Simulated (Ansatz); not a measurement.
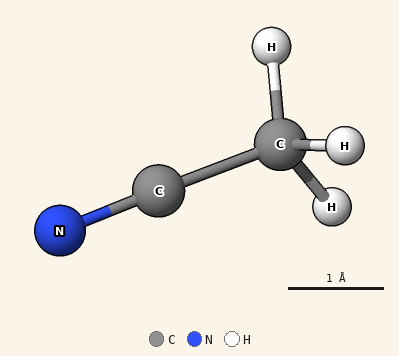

Figure 1. The structure (ball-and-stick view, seen at a tilt). Bond lengths as drawn: C–C 1.43 Å, C–H 1.09 to 1.25 Å and C–N 1.16 Å.

# Run report: C₂H₃N, single-point calculation

C₂H₃N, computed with RKS PBE0-D4/def2-TZVPPD (Ansatz 0.2.0).

The geometry comes from this level: PBE0-D4/def2-TZVPD.

## Log
```
Functional definition: PBE0
  name "PBE0"
  cite "Adamo & Barone, J. Chem. Phys. 110, 6158 (1999) doi:10.1063/1.478522"
  cite "Perdew, Burke & Ernzerhof, Phys. Rev. Lett. 77, 3865 (1996) doi:10.1103/PhysRevLett.77.3865"
  parent pbe
  parameter a = 0.25
  parameter kappa = 0.804
  parameter beta = 0.06672455060314922
  exchange = (1 - a)*pbe_x(kappa = kappa, mu = beta*pi^2/3) + a*exact_x
  correlation = pbe_c(beta = beta)
704 factors; their error is unknown
mean field evaluation 1: about -3603.9205 eV, gradient 4.9e1 eV
mean field evaluation 2: about -3600.6515 eV, gradient 6.1e1 eV
mean field evaluation 4: about -3609.0437 eV, gradient 2.0e0 eV
mean field evaluation 8: about -3609.0535 eV, gradient 2.8e-2 eV
mean field evaluation 16: about -3609.0521 eV, gradient 2.7e-5 eV
mean field -3609.05208632 eV, -132.6302178689 hartree, gradient 2.7e-5 eV, S^2 0.000000; 0 other end points of the search recorded, 0 dependent functions left out
reference -3609.05211227 eV, -132.6302188224 hartree; 11, 11 occupied and 151, 151 virtual orbitals, 704 factors
Total energy: -3609.10511157 eV, -132.6321665108 hartree
```

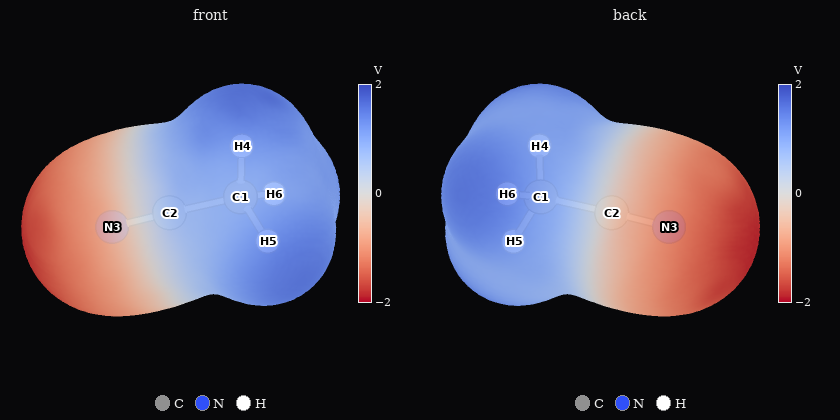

Figure 2. The molecular electrostatic potential painted on the density surface at 0.002 e/bohr³, seen at a tilt and from behind; red is negative and blue positive.

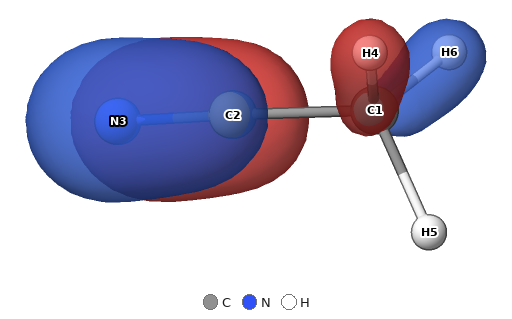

Figure 3. The HOMO−1 at ±0.2 Å⁻³ᐟ² (red and blue are the two phases), seen at a tilt. Its energy is −9.42 eV.

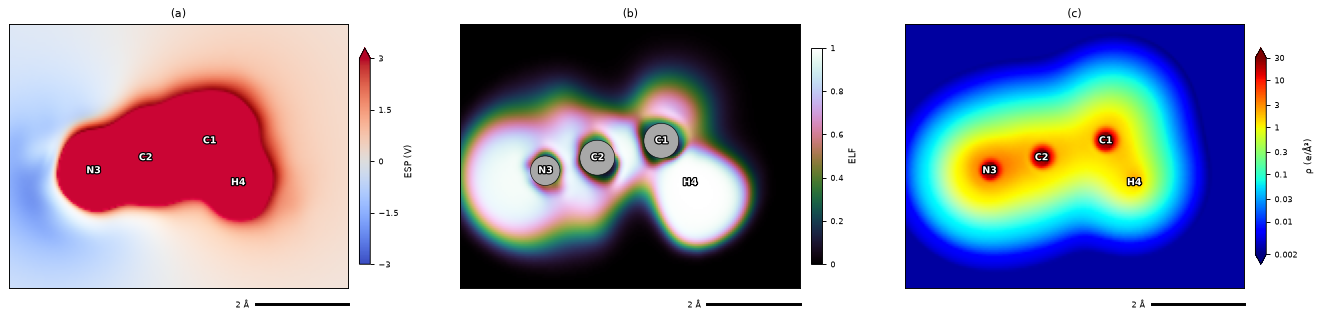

Figure 4. (a) electrostatic potential; (b) electron localisation function; (c) total electron density on the plane of atoms C2, C1 and H4. Grey discs, where drawn, cover atomic cores. Atoms in the plane: C, N and H. C–N (1.16 Å): ρ is about 3.6 e/Å³ halfway; the ELF peaks at about 0.85 between the atoms (a multiple bond by its length, whose ELF region spreads away from the axis). C–C (1.43 Å): ρ at the midpoint is about 1.9 e/Å³; the ELF peaks at about 0.95 between the atoms, which marks a covalent bond. C–H (1.09 Å): ρ at the midpoint is about 2 e/Å³; the ELF climbs to about 1 towards the hydrogen, as it does in any bond to H; a covalent bond by its length.

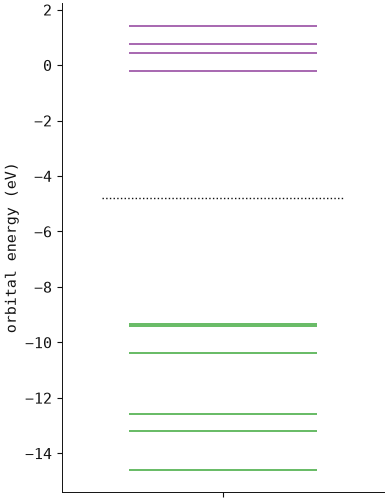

Figure 5. Orbital energies near the frontier; the dotted line parts filled from empty levels, and levels within 0.02 eV of each other stand side by side. Highest filled −9.35 eV, lowest empty −0.22 eV, 9.13 eV apart.

The run was set up as follows.

## The input
```yaml
crystal:
  periodic: [false, false, false]
  atoms:
    - {symbol: C, position_ang: [-0.297110, -0.224491, 0.168024]}
    - {symbol: C, position_ang: [0.693301, 0.466974, 0.933526]}
    - {symbol: N, position_ang: [1.507325, 1.036754, 1.528617]}
    - {symbol: H, position_ang: [-1.292169, 0.138315, 0.441987]}
    - {symbol: H, position_ang: [-0.181942, -0.087302, -1.066536]}
    - {symbol: H, position_ang: [-0.243007, -1.296302, 0.380440]}
basis:
  gaussian: {orbitals: "def2-TZVPPD.json"}
hamiltonian: {xc: pbe0, dispersion: d4}
output: {orbitals: {seedname: orbitals}}
```

Command:
```bash
ansatz run in.yaml --threads 4 --pin off --events-out ev --progress --plain --max-ram 9574MiB
```

## Results in brief

- outcome: converged
- total energy: −3609.1051 eV
- mean-field energy: −3609.0521 eV
- dispersion energy: −0.0530 eV
- SCF solution under orbital rotations: stable
- HOMO: −9.35 eV
- LUMO: −0.22 eV
- hardware: 4 threads of Arm Neoverse V1, 23 GiB of memory available, shared host
- wall time: 0.8 s (CPU time 2.8 s)
- peak memory: 0.41 GiB
